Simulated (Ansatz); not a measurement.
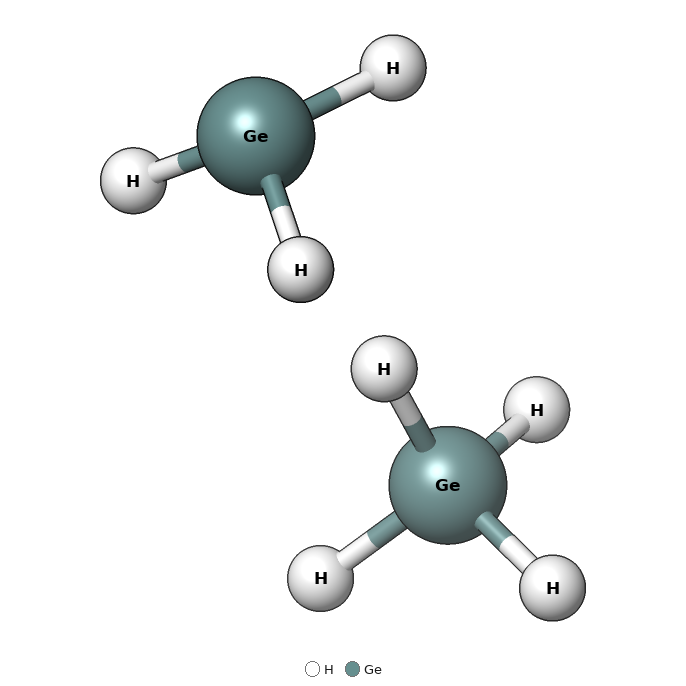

State: neutral, doublet. Geometry: start. Properties computed with UKS PBE0-D4/def2-SVP (Ansatz 0.2.0).

Estimate the ⟨S²⟩ of the determinant.

Answer. 0.752.

Estimate the dipole moment.

Answer. 0.09 D.
